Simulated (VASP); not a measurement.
Band structure of MoS$_{2}$ (space group R3m). These are PBE GGA, VASP's PBE PAW potentials (set 64) (plane waves; VASP 6.6.1) values and carry that method's errors.

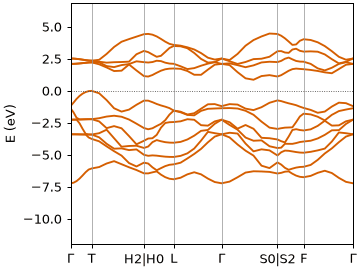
Fig. 1. Bands along high-symmetry lines, zero at the valence-band maximum or, without a gap, the Fermi level

### Question
Read the plot: is there a gap, and where are the band edges?

### Answer
The gap is indirect, 0.87 eV, from the valence maximum at T to the conduction minimum at Γ-S0 at 0.57.

The structure was generated: MoS2 was put into an ordered model structure, which need not be its known phase. The cell was not relaxed at this level.
